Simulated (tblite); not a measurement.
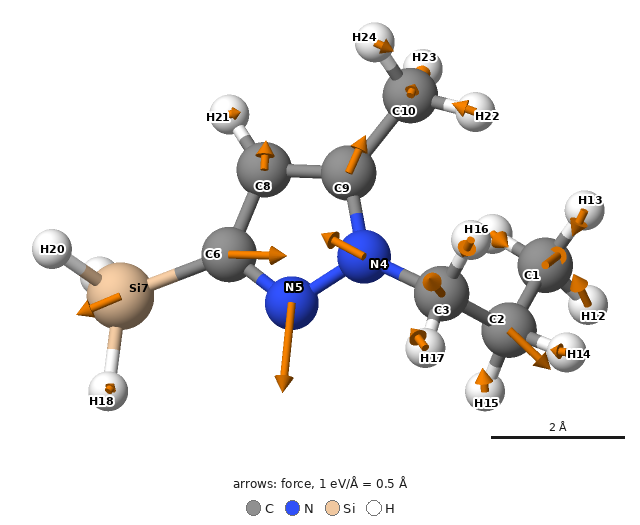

Starting geometry of C₇H₁₄N₂Si with the computed forces as orange arrows. The picture is a ball-and-stick view, seen face on.

These are results of GFN2-xTB geometry optimisation, gas phase (tblite), not measurements. 

Q: What follows when this structure is relaxed?

A: It isn't relaxed: the largest force vector, on an N atom, is 2.81 eV/Å. The final displacements have little in common with the starting forces (cosine between the two patterns 0.14). The atom that moves furthest after the best rigid fit is an H atom (1.31 Å). Largest moves by element: H 1.31 Å, C 0.37 Å, Si 0.23 Å, N 0.17 Å. Near-neighbour distances that change, for instance: C–C 1.489 → 1.532 Å, C–Si 1.827 → 1.869 Å, C–H 1.132 → 1.092 Å, C–C 1.387 → 1.409 Å. Bond angles that change, for instance: H–C–H 103.1° → 109.1°, C–C–C 124.4° → 130.3°, N–N–C 112.8° → 107.0°. Groups turn about C–C by about 60°, C–N by about 20°. The energy falls by 13.1 kcal/mol in 155 geometry steps.
